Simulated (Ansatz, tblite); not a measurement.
# HGe(SiH3)3 (Si3GeH10): charged states by level of theory

Aim: the energy of removing and adding an electron for HGe(SiH3)3 (Si3GeH10), by energy differences, and how well orbital energies stand in for it.

Method: as each input shows; program: Ansatz 0.2.0, Gaussian basis.

The runs, in order: charge +1 doublet, at the geometry of the singlet (PBE0-D4/def2-TZVP, PBE-D4/def2-TZVP, r2SCANh-D4/def2-TZVP); charge -1 doublet, at the geometry of the singlet (PBE0-D4/def2-TZVPD, PBE-D4/def2-TZVPD, r2SCANh-D4/def2-TZVPD); the starting singlet's energies come from earlier runs.

2 further runs of the same task are left out: 2 set aside as unsound or not needed.

## Step 1: The structure

The singlet was relaxed beforehand with r2SCAN-D4/def2-SVP.

14 atoms, charge 0, spin multiplicity 1.

Atoms are counted from 1 here; the program's logs count them from 0.

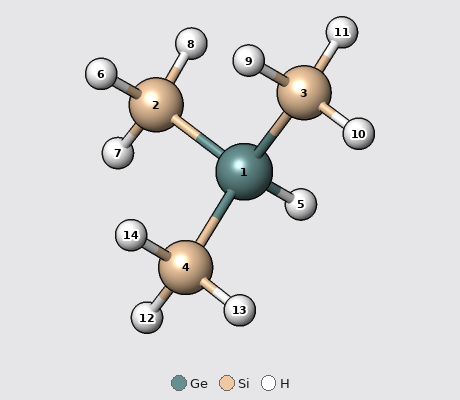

The structure; germanium teal, silicon light orange, hydrogen white; atoms are numbered from 1 in the order of the file.

Coordinates:

```mol
GeH10Si3
  3D, bonds by distance, orders not assigned

 14 13  0  0  0  0  0  0  0  0999 V2000
    0.3445   -0.3486    0.4757 Ge  0  0
    0.9530    1.9509    0.5867 Si  0  0
   -1.9930   -0.5758    0.8691 Si  0  0
    0.8799   -1.2125   -1.6778 Si  0  0
    1.1219   -1.1360    1.5502 H   0  0
    0.2034    2.7029   -0.4656 H   0  0
    2.4184    2.1222    0.3474 H   0  0
    0.6102    2.5255    1.9234 H   0  0
   -2.7374    0.2053   -0.1655 H   0  0
   -2.4079   -2.0090    0.7790 H   0  0
   -2.3564   -0.0508    2.2206 H   0  0
    2.3416   -1.0712   -1.9570 H   0  0
    0.5048   -2.6563   -1.7755 H   0  0
    0.1170   -0.4466   -2.7106 H   0  0
  1  2  8  0
  1  3  8  0
  1  4  8  0
  1  5  8  0
  2  6  8  0
  2  7  8  0
  2  8  8  0
  3  9  8  0
  3 10  8  0
  3 11  8  0
  4 12  8  0
  4 13  8  0
  4 14  8  0
M  END
```

## Step 2: Charge +1 doublet at the fixed geometry, PBE0-D4/def2-TZVP

Contents of in.yaml:

```yaml
crystal:
  periodic: [false, false, false]
  atoms:
    - {symbol: Ge, position_ang: [0.344520, -0.348637, 0.475650]}
    - {symbol: Si, position_ang: [0.952956, 1.950857, 0.586727]}
    - {symbol: Si, position_ang: [-1.992981, -0.575818, 0.869118]}
    - {symbol: Si, position_ang: [0.879872, -1.212542, -1.677774]}
    - {symbol: H, position_ang: [1.121851, -1.135956, 1.550164]}
    - {symbol: H, position_ang: [0.203367, 2.702947, -0.465611]}
    - {symbol: H, position_ang: [2.418444, 2.122193, 0.347412]}
    - {symbol: H, position_ang: [0.610233, 2.525507, 1.923363]}
    - {symbol: H, position_ang: [-2.737422, 0.205338, -0.165513]}
    - {symbol: H, position_ang: [-2.407885, -2.008988, 0.779000]}
    - {symbol: H, position_ang: [-2.356398, -0.050823, 2.220575]}
    - {symbol: H, position_ang: [2.341577, -1.071209, -1.956953]}
    - {symbol: H, position_ang: [0.504812, -2.656289, -1.775547]}
    - {symbol: H, position_ang: [0.117044, -0.446590, -2.710590]}
basis:
  gaussian: {orbitals: def2-TZVP}
total_charge: 1
magnetization: {spin_polarized: true, initial_magnetization: 1}
hamiltonian: {xc: pbe0, dispersion: d4}
scf: {omitted_lower_state_checks: [starts]}
output: {orbitals: {seedname: orbitals}}
```

Started as:

```console
$ ansatz run in.yaml --threads 2 --pin off --events-out ev --progress --plain --max-ram 32768MiB --backend cpu
```

What it wrote:

```text
Functional definition: PBE0
  name "PBE0"
  cite "Adamo & Barone, J. Chem. Phys. 110, 6158 (1999) doi:10.1063/1.478522"
  cite "Perdew, Burke & Ernzerhof, Phys. Rev. Lett. 77, 3865 (1996) doi:10.1103/PhysRevLett.77.3865"
  parent pbe
  parameter a = 0.25
  parameter kappa = 0.804
  parameter beta = 0.06672455060314922
  exchange = (1 - a)*pbe_x(kappa = kappa, mu = beta*pi^2/3) + a*exact_x
  correlation = pbe_c(beta = beta)
these checks for a lower state are left out or cut short: starts
1645 factors; their error is unknown
mean field evaluation 1: about -80286.6548 eV, gradient 1.4e1 eV
mean field evaluation 2: about -80287.1992 eV, gradient 1.2e1 eV
mean field evaluation 4: about -80287.6880 eV, gradient 8.0e-1 eV
mean field evaluation 8: about -80288.0538 eV, gradient 1.5e-1 eV
mean field evaluation 16: about -80288.0286 eV, gradient 1.7e0 eV
mean field -80288.05565674 eV, -2950.5316241863 hartree, gradient 6.7e-6 eV, S^2 0.756353; 0 other end points of the search recorded, 0 dependent functions left out
reference -80288.05570513 eV, -2950.5316259647 hartree; 42, 41 occupied and 177, 178 virtual orbitals, 1645 factors
Total energy: -80288.33631884 eV, -2950.5419383283 hartree
Checks for a lower state left out: starts
```

Run time: 34 s. Hardware: 2 threads of AMD EPYC 7R13, shared host; peak memory 1.5 GiB.

HOMO -12.67 eV, LUMO -11.21 eV (over both spins); ⟨S²⟩ 0.756 (pure: 0.75).

## Step 3: Charge +1 doublet at the fixed geometry, PBE-D4/def2-TZVP

start.molden holds the orbitals of an earlier run on this state, given as this run's starting guess.

in.yaml, as its differences from that of step 2:

```diff
@@ -18,6 +18,6 @@
 basis:
-  gaussian: {orbitals: def2-TZVP}
+  gaussian: {orbitals: def2-TZVP, initial_orbitals: start.molden}
 total_charge: 1
 magnetization: {spin_polarized: true, initial_magnetization: 1}
-hamiltonian: {xc: pbe0, dispersion: d4}
+hamiltonian: {xc: pbe, dispersion: d4}
 scf: {omitted_lower_state_checks: [starts]}
```

Same command.

What it wrote:

```text
Functional definition: PBE
  name "PBE"
  cite "Perdew, Burke & Ernzerhof, Phys. Rev. Lett. 77, 3865 (1996) doi:10.1103/PhysRevLett.77.3865"
  parent pbe
  parameter kappa = 0.804
  parameter beta = 0.06672455060314922
  exchange = pbe_x(kappa = kappa, mu = beta*pi^2/3)
  correlation = pbe_c(beta = beta)
these checks for a lower state are left out or cut short: starts
1554 factors; their error is unknown
mean field evaluation 1: about -80283.9747 eV, gradient 9.5e0 eV
mean field evaluation 2: about -80284.1398 eV, gradient 2.5e-1 eV
mean field evaluation 4: about -80284.1096 eV, gradient 2.7e-2 eV
mean field evaluation 8: about -80284.1096 eV, gradient 2.4e-5 eV
mean field -80284.10962907 eV, -2950.3866103444 hartree, gradient 6.1e-6 eV, S^2 0.752760; 0 other end points of the search recorded, 0 dependent functions left out
reference -80284.10969373 eV, -2950.3866127204 hartree; 42, 41 occupied and 177, 178 virtual orbitals, 1554 factors
Total energy: -80284.43121500 eV, -2950.3984284094 hartree
Checks for a lower state left out: starts
```

Run time: 14 s. Hardware: 2 threads of AMD EPYC 7R13, shared host; peak memory 0.72 GiB.

HOMO -11.67 eV, LUMO -11.76 eV (over both spins; with the spin held, an empty level of the minority spin lies below the top filled one); ⟨S²⟩ 0.753 (pure: 0.75).

## Step 4: Charge +1 doublet at the fixed geometry, r2SCANh-D4/def2-TZVP

in.yaml, as its differences from that of step 3:

```diff
@@ -21,3 +21,3 @@
 magnetization: {spin_polarized: true, initial_magnetization: 1}
-hamiltonian: {xc: pbe, dispersion: d4}
+hamiltonian: {xc: {name: r2SCANh}, dispersion: d4}
 scf: {omitted_lower_state_checks: [starts]}
```

Same command.

What it wrote (excerpt; [...] marks lines left out):

```text
Functional definition: r2SCANh
  name "r2SCANh"
  cite "Bursch, Neugebauer, Ehlert & Grimme, J. Chem. Phys. 156, 134105 (2022) doi:10.1063/5.0086040"
  cite "Furness, Kaplan, Ning, Perdew & Sun, J. Phys. Chem. Lett. 11, 8208 (2020) doi:10.1021/acs.jpclett.0c02405"
  cite "Furness, Kaplan, Ning, Perdew & Sun, J. Phys. Chem. Lett. 11, 9248 (2020) doi:10.1021/acs.jpclett.0c03077"
  parent r2scan
[...]
1573 factors; their error is unknown
[...]
mean field -80302.51994092 eV, -2951.0631768259 hartree, gradient 6.1e-6 eV, S^2 0.758673; 0 other end points of the search recorded, 0 dependent functions left out
reference -80302.51996151 eV, -2951.0631775824 hartree; 42, 41 occupied and 177, 178 virtual orbitals, 1573 factors
Total energy: -80302.60780913 eV, -2951.0664059229 hartree
Checks for a lower state left out: starts
```

Run time: 47 s. Hardware: 2 threads of AMD EPYC 7R13, shared host; peak memory 1.5 GiB.

From the report: HOMO -12.30 eV, LUMO -11.53 eV (over both spins); ⟨S²⟩ 0.759 (pure: 0.75).

## Step 5: Vertical ionisation energy

Charged state less starting state, singlet to doublet; the starting state's energies are those of its earlier runs.

| level | vertical ionisation energy (eV) | time |
| --- | --- | --- |
| PBE-D4/def2-TZVP | +9.38 | 18 s |
| r2SCANh-D4/def2-TZVP | +9.56 | 54 s |
| PBE0-D4/def2-TZVP | +9.61 | 40 s |

Times add the two runs; a level without a time comes out of a correlated run.

Beside −ε(HOMO) of the starting state:

| level | −ε(HOMO) (eV) | by difference (eV) | mismatch (eV) |
| --- | --- | --- | --- |
| PBE-D4/def2-TZVP | 6.87 | 9.38 | -2.50 |
| r2SCANh-D4/def2-TZVP | 7.50 | 9.56 | -2.06 |
| PBE0-D4/def2-TZVP | 7.91 | 9.61 | -1.70 |

## Step 6: Charge -1 doublet at the fixed geometry, PBE0-D4/def2-TZVPD

in.yaml, as its differences from that of step 4:

```diff
@@ -18,6 +18,6 @@
 basis:
-  gaussian: {orbitals: def2-TZVP, initial_orbitals: start.molden}
-total_charge: 1
+  gaussian: {orbitals: def2-TZVPD}
+total_charge: -1
 magnetization: {spin_polarized: true, initial_magnetization: 1}
-hamiltonian: {xc: {name: r2SCANh}, dispersion: d4}
+hamiltonian: {xc: pbe0, dispersion: d4}
 scf: {omitted_lower_state_checks: [starts]}
```

Started as:

```console
$ ansatz run in.yaml --threads 2 --pin off --events-out ev --progress --plain --max-ram 32768MiB --backend cuda --devices 0, --max-vram 18GiB
```

What it wrote (excerpt; [...] marks lines left out):

```text
Functional definition: PBE0
  name "PBE0"
  cite "Adamo & Barone, J. Chem. Phys. 110, 6158 (1999) doi:10.1063/1.478522"
  cite "Perdew, Burke & Ernzerhof, Phys. Rev. Lett. 77, 3865 (1996) doi:10.1103/PhysRevLett.77.3865"
  parent pbe
[...]
1824 factors; their error is unknown
[...]
mean field -80296.85909313 eV, -2950.8551445067 hartree, gradient 6.5e-6 eV, S^2 0.752027; 0 other end points of the search recorded, 0 dependent functions left out
reference -80296.85914954 eV, -2950.8551465798 hartree; 43, 42 occupied and 230, 231 virtual orbitals, 1824 factors
Total energy: -80297.22676411 eV, -2950.8686561659 hartree
Checks for a lower state left out: starts
```

Run time: 22 s. Hardware: 1 × H100 (card shared with other runs) with 2 threads of AMD EPYC 7R13, shared host; peak host memory 0.95 GiB.

HOMO 1.78 eV, LUMO 2.71 eV (over both spins); ⟨S²⟩ 0.752 (pure: 0.75). Doubts: highest occupied level lies above zero.

## Step 7: Charge -1 doublet at the fixed geometry, PBE-D4/def2-TZVPD

in.yaml, as its differences from that of step 6:

```diff
@@ -18,6 +18,6 @@
 basis:
-  gaussian: {orbitals: def2-TZVPD}
+  gaussian: {orbitals: def2-TZVPD, initial_orbitals: start.molden}
 total_charge: -1
 magnetization: {spin_polarized: true, initial_magnetization: 1}
-hamiltonian: {xc: pbe0, dispersion: d4}
+hamiltonian: {xc: pbe, dispersion: d4}
 scf: {omitted_lower_state_checks: [starts]}
```

Launched as before.

What it wrote:

```text
Functional definition: PBE
  name "PBE"
  cite "Perdew, Burke & Ernzerhof, Phys. Rev. Lett. 77, 3865 (1996) doi:10.1103/PhysRevLett.77.3865"
  parent pbe
  parameter kappa = 0.804
  parameter beta = 0.06672455060314922
  exchange = pbe_x(kappa = kappa, mu = beta*pi^2/3)
  correlation = pbe_c(beta = beta)
these checks for a lower state are left out or cut short: starts
1708 factors; their error is unknown
mean field evaluation 1: about -80292.7930 eV, gradient 9.5e0 eV
mean field evaluation 2: about -80292.9403 eV, gradient 2.2e-1 eV
mean field evaluation 4: about -80292.9173 eV, gradient 3.9e-2 eV
mean field evaluation 8: about -80292.9173 eV, gradient 2.2e-4 eV
mean field -80292.91730502 eV, -2950.7102864653 hartree, gradient 9.6e-6 eV, S^2 0.751005; 0 other end points of the search recorded, 0 dependent functions left out
reference -80292.91738170 eV, -2950.7102892832 hartree; 43, 42 occupied and 230, 231 virtual orbitals, 1708 factors
Total energy: -80293.33853940 eV, -2950.7257665435 hartree
Checks for a lower state left out: starts
```

Run time: 11 s. Hardware: 1 × H100 (card shared with other runs) with 2 threads of AMD EPYC 7R13, shared host; peak host memory 0.89 GiB.

From the report: HOMO 1.99 eV, LUMO 2.25 eV (over both spins); ⟨S²⟩ 0.751 (pure: 0.75). Doubts: highest occupied level lies above zero.

## Step 8: Charge -1 doublet at the fixed geometry, r2SCANh-D4/def2-TZVPD

in.yaml, as its differences from that of step 7:

```diff
@@ -21,3 +21,3 @@
 magnetization: {spin_polarized: true, initial_magnetization: 1}
-hamiltonian: {xc: pbe, dispersion: d4}
+hamiltonian: {xc: {name: r2SCANh}, dispersion: d4}
 scf: {omitted_lower_state_checks: [starts]}
```

Same command.

What it wrote (excerpt; [...] marks lines left out):

```text
Functional definition: r2SCANh
  name "r2SCANh"
  cite "Bursch, Neugebauer, Ehlert & Grimme, J. Chem. Phys. 156, 134105 (2022) doi:10.1063/5.0086040"
  cite "Furness, Kaplan, Ning, Perdew & Sun, J. Phys. Chem. Lett. 11, 8208 (2020) doi:10.1021/acs.jpclett.0c02405"
  cite "Furness, Kaplan, Ning, Perdew & Sun, J. Phys. Chem. Lett. 11, 9248 (2020) doi:10.1021/acs.jpclett.0c03077"
  parent r2scan
[...]
1741 factors; their error is unknown
[...]
mean field -80311.28580538 eV, -2951.3853164030 hartree, gradient 9.1e-6 eV, S^2 0.754371; 0 other end points of the search recorded, 0 dependent functions left out
reference -80311.28584038 eV, -2951.3853176891 hartree; 43, 42 occupied and 230, 231 virtual orbitals, 1741 factors
Total energy: -80311.40517759 eV, -2951.3897032508 hartree
Checks for a lower state left out: starts
```

Run time: 19 s. Hardware: 1 × H100 (card shared with other runs) with 2 threads of AMD EPYC 7R13, shared host; peak host memory 0.99 GiB.

From the report: HOMO 1.94 eV, LUMO 2.56 eV (over both spins); ⟨S²⟩ 0.754 (pure: 0.75). Doubts: highest occupied level lies above zero.

## Step 9: Vertical electron affinity

Starting state less charged state (positive: the electron is bound), singlet to doublet; the starting state's energies are those of its earlier runs.

| level | vertical electron affinity (eV) | time |
| --- | --- | --- |
| PBE-D4/def2-TZVPD | -0.50 | 28 s |
| r2SCANh-D4/def2-TZVPD | -0.79 | 36 s |
| PBE0-D4/def2-TZVPD | -0.74 | 40 s |

Times add the two runs; a level without a time comes out of a correlated run.

Beside −ε(LUMO) of the starting state:

| level | −ε(LUMO) (eV) | by difference (eV) | mismatch (eV) |
| --- | --- | --- | --- |
| PBE-D4/def2-TZVPD | 1.09 | -0.50 | +1.59 |
| r2SCANh-D4/def2-TZVPD | 0.45 | -0.79 | +1.24 |
| PBE0-D4/def2-TZVPD | 0.31 | -0.74 | +1.05 |

## Step 10: Outcome

| quantity | value |
| --- | --- |
| vertical ionisation energy, functionals in def2-TZVP | 9.38 (PBE-D4) to 9.61 eV (PBE0-D4) |
| vertical electron affinity, functionals in def2-TZVPD | -0.79 (r2SCANh-D4) to -0.50 eV (PBE-D4) |

In words: The vertical ionisation energy spans 9.38 to 9.61 eV over the functionals. −ε(HOMO) misses the level's own difference by -1.70 eV at best (PBE0-D4) and -2.50 eV at worst (PBE-D4). The vertical electron affinity spans -0.79 to -0.50 eV over the functionals. A negative affinity means an unbound electron, held by the basis alone. −ε(LUMO) misses the level's own difference by +1.05 eV at best (PBE0-D4) and +1.59 eV at worst (PBE-D4).
